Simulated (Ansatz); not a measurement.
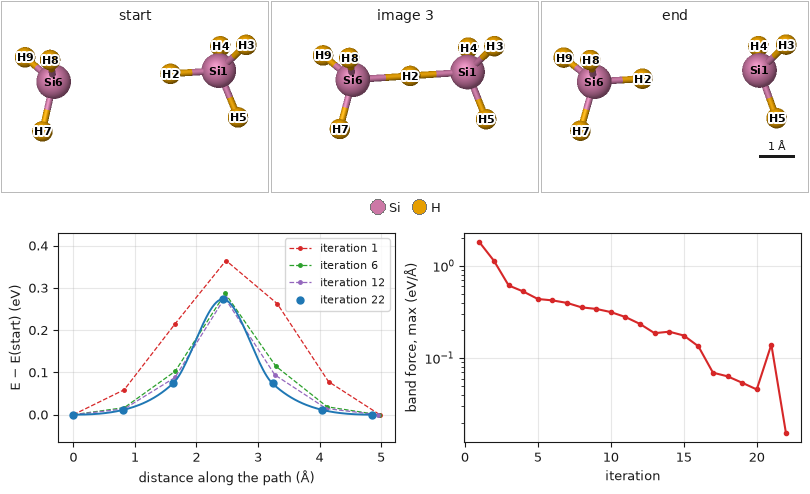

NEB run on Si2H7 (multiplicity 2), made up at the start of SiH4 and SiH₃. Images are numbered from 0 (start) to 6 (end). The plot follows the band through its iterations. The picture is a ball-and-stick view, seen at a tilt.

The calculation used UKS r2SCANh/cc-pVDZ in Ansatz 0.2.0. Settings: 5 movable images; climbing image; force threshold 0.05 eV/Å; iteration limit 60; optimiser FIRE; largest step 0.5 Å; starting path through a guess of the saddle point.

Question: Judge this run.

Answer: The run is converged, with reservations. The band converged in 22 iterations. The largest component of the band force went from 1.8 to 0.015 eV/Å. The climbing image converged on the top of the path. Its curvatures weren't checked. The step length is far from the usual. The first iteration put the highest image at 0.365 eV. The two ends have the same energy, and the highest point, image 3, lies 0.273 eV above the start.

Limits of the set-up: the start holds two separate molecules, 3.6 Å apart at their closest, whose relative position is a soft coordinate and is computed without a dispersion correction.
